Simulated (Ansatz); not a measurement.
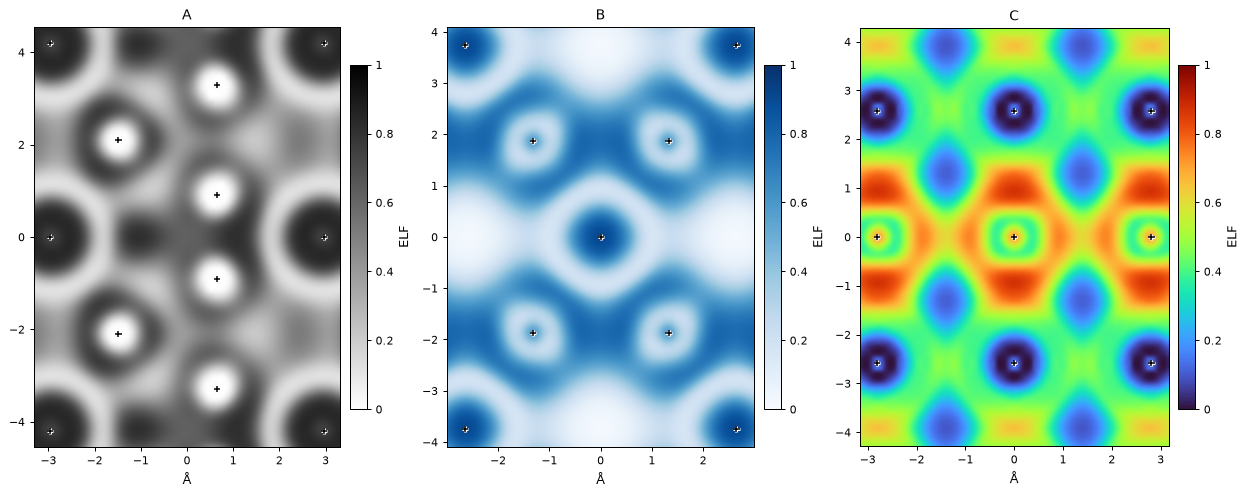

The ELF of 3 systems, each on a plane through atoms (crosses mark nuclei in the plane).

Theory: DFT PBE, scalar-relativistic, plane waves, PAW in Ansatz.

System 1: MnSi4, the (110) plane of the conventional cell. Space group Im-3m; a structure generated by program, which may or may not match a known phase; spin-polarised.

```
Mn Si
1.0
     5.29878    0.00000    0.00000
     0.00000    5.29878    0.00000
     0.00000    0.00000    5.29878
Mn Si
2 8
Direct
  0.00000 0.00000 0.00000
  0.50000 0.50000 0.50000
  0.25000 0.25000 0.25000
  0.75000 0.75000 0.75000
  0.25000 0.25000 0.75000
  0.75000 0.75000 0.25000
  0.25000 0.75000 0.25000
  0.75000 0.25000 0.75000
  0.75000 0.25000 0.25000
  0.25000 0.75000 0.75000
```

System 2: HfB5, the (110) plane of the conventional cell. Space group F-43m; a structure generated by program, which may or may not match a known phase; computed without spin polarisation.

```cif
data_structure
_symmetry_space_group_name_H-M 'P 1'
_symmetry_Int_Tables_number 1
_cell_length_a 5.9371
_cell_length_b 5.9371
_cell_length_c 5.9371
_cell_angle_alpha 90.000
_cell_angle_beta 90.000
_cell_angle_gamma 90.000
_cell_volume 209.27
loop_
_atom_site_label
_atom_site_type_symbol
_atom_site_fract_x
_atom_site_fract_y
_atom_site_fract_z
_atom_site_occupancy
Hf1 Hf 0.50000 0.50000 0.00000 1
Hf2 Hf 0.00000 0.50000 0.50000 1
Hf3 Hf 0.00000 0.00000 0.00000 1
Hf4 Hf 0.50000 0.00000 0.50000 1
B1 B 0.25000 0.75000 0.25000 1
B2 B 0.75000 0.75000 0.75000 1
B3 B 0.75000 0.25000 0.25000 1
B4 B 0.25000 0.25000 0.75000 1
B5 B 0.60872 0.89128 0.10872 1
B6 B 0.10872 0.89128 0.60872 1
B7 B 0.10872 0.39128 0.10872 1
B8 B 0.60872 0.39128 0.60872 1
B9 B 0.60872 0.60872 0.39128 1
B10 B 0.10872 0.60872 0.89128 1
B11 B 0.10872 0.10872 0.39128 1
B12 B 0.60872 0.10872 0.89128 1
B13 B 0.89128 0.89128 0.39128 1
B14 B 0.39128 0.89128 0.89128 1
B15 B 0.39128 0.39128 0.39128 1
B16 B 0.89128 0.39128 0.89128 1
B17 B 0.89128 0.60872 0.10872 1
B18 B 0.39128 0.60872 0.60872 1
B19 B 0.39128 0.10872 0.10872 1
B20 B 0.89128 0.10872 0.60872 1
```

System 3: SiGe2, the (010) plane of the conventional cell. Space group P6/mmm; a structure generated by program, which may or may not match a known phase.

```xyz
3
Lattice="2.8112 0.0000 0.0000 -1.4056 2.4345 0.0000 0.0000 0.0000 7.8668" Properties=species:S:1:pos:R:3 pbc="T T T"
Si    0.0000    0.0000    3.9334
Ge    0.0000    0.0000    6.5145
Ge    0.0000    0.0000    1.3523
```

> Match each panel to its system.

Panel A is system 2, HfB5: the plane holds Hf and B. B–B (1.83 Å): the ELF peaks at about 0.75 between the atoms. Panel B is system 1, MnSi4: the plane holds Mn and Si. Mn–Si (2.29 Å): the ELF peaks at about 0.70 in the valence shell of Si, 0.9 Å from its nucleus, and is about 0.45 at the midpoint. Panel C is system 3, SiGe2: the plane holds Si and Ge. Si–Ge (2.58 Å): the ELF peaks at about 0.85 in the valence shell of Si, 0.9 Å from its nucleus, and is about 0.80 at the midpoint.
